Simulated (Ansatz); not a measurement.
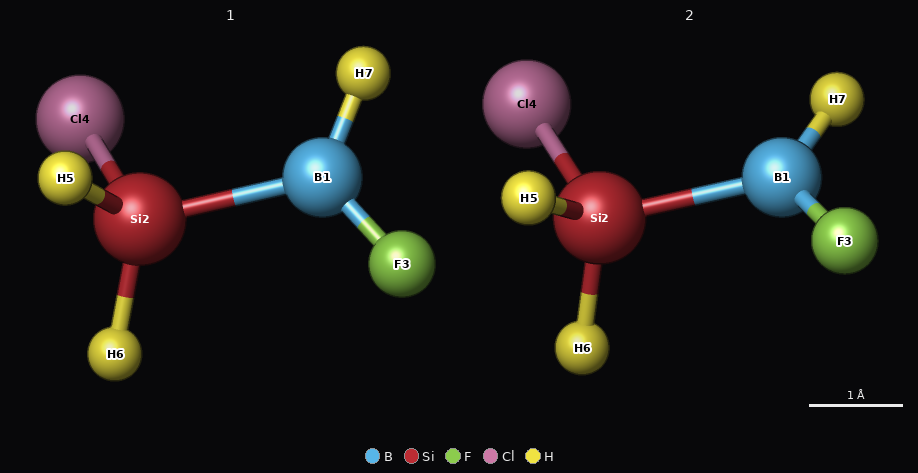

Two geometries of BSiH₃ClF, drawn at one scale. One is the start of a relaxation, the other its converged end. The picture is a ball-and-stick view, seen at a tilt.

These are results of RKS PBE0-D4/def2-TZVP (Ansatz 0.2.0), not measurements. (force threshold 0.005 eV/Å; at most 200 steps)

Q: Which of the two is the end point?

A: Structure 2 is the relaxed one. It is one of the separated reactants of a reaction. The largest move after the best rigid fit is that of F3, 0.58 Å. By element the largest moves are F 0.58 Å, H 0.56 Å, Cl 0.29 Å, Si 0.03 Å, B 0.02 Å. Near-neighbour distances that change, for instance: Si2–Cl4 2.095 → 2.062 Å, B1–H7 1.223 → 1.201 Å, Si2–H5 1.508 → 1.486 Å, Si2–H6 1.504 → 1.486 Å. Among the angles between lasting bonds that change: B1–Si2–Cl4 106.5° → 109.4°, B1–Si2–H6 114.1° → 111.3°, Si2–B1–H7 122.3° → 124.6°. Groups turn about B1–Si2 by about 40°. After 26 accepted moves (29 points after the start) the energy has fallen by 0.71 kcal/mol. Largest force component: 0.44 eV/Å at the start, 0.0045 eV/Å at the end. The line search rejected the trial steps at points 9, 12, 19 of the run.
